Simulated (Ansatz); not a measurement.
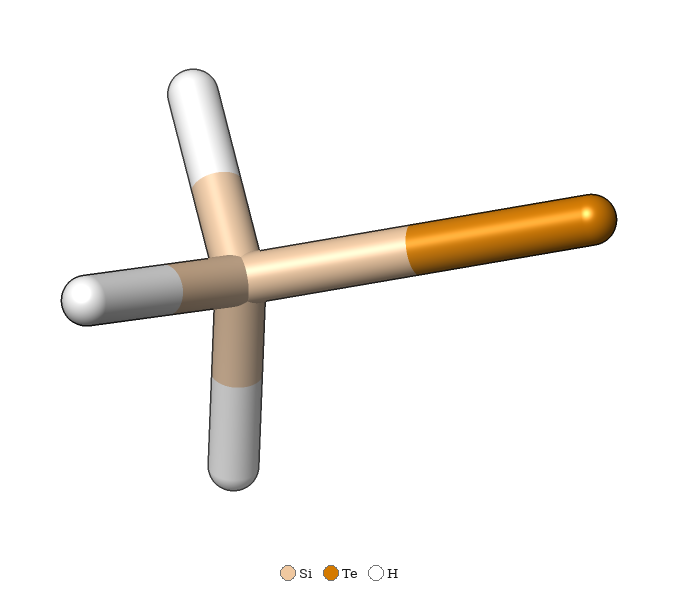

The structure as it stands in the input.

The calculation was set up as follows.

```yaml
crystal:
  periodic: [false, false, false]
  atoms:
    - {symbol: Si, position_ang: [-0.172897, 0.041144, -0.072084]}
    - {symbol: Te, position_ang: [1.974348, -0.875589, 0.777307]}
    - {symbol: H, position_ang: [-1.202756, 0.096363, 0.995817]}
    - {symbol: H, position_ang: [-0.692978, -0.755242, -1.211977]}
    - {symbol: H, position_ang: [0.144284, 1.419623, -0.530562]}
basis:
  gaussian: {orbitals: ANO-RCC-VTZP}
total_charge: -1
hamiltonian: {xc: {name: PBE}, dispersion: d3bj}
```

Command:

```sh
ansatz run in.yaml --threads 2 --pin off --events-out ev --progress --plain --max-ram 22528MiB --backend cpu
```

Output:

```
Functional definition: PBE
  name "PBE"
  cite "Perdew, Burke & Ernzerhof, Phys. Rev. Lett. 77, 3865 (1996) doi:10.1103/PhysRevLett.77.3865"
  parent pbe
  parameter kappa = 0.804
  parameter beta = 0.06672455060314922
  exchange = pbe_x(kappa = kappa, mu = beta*pi^2/3)
  correlation = pbe_c(beta = beta)
1127 factors; their error is unknown
mean field evaluation 1: about -192796.9049 eV, gradient 1.4e1 eV
mean field evaluation 2: about -192797.2258 eV, gradient 9.7e0 eV
mean field evaluation 4: about -192797.4055 eV, gradient 7.1e-1 eV
mean field evaluation 8: about -192797.3863 eV, gradient 1.0e-2 eV
mean field -192797.38631522 eV, -7085.1732643222 hartree, gradient 6.3e-5 eV, S^2 0.000000; 0 other end points of the search recorded, 0 dependent functions left out
reference -192797.38637262 eV, -7085.1732664316 hartree; 35, 35 occupied and 109, 109 virtual orbitals, 1127 factors
Total energy: -192797.48462270 eV, -7085.1768770554 hartree
Relativity: scalar
```

The calculation finished and met its thresholds.
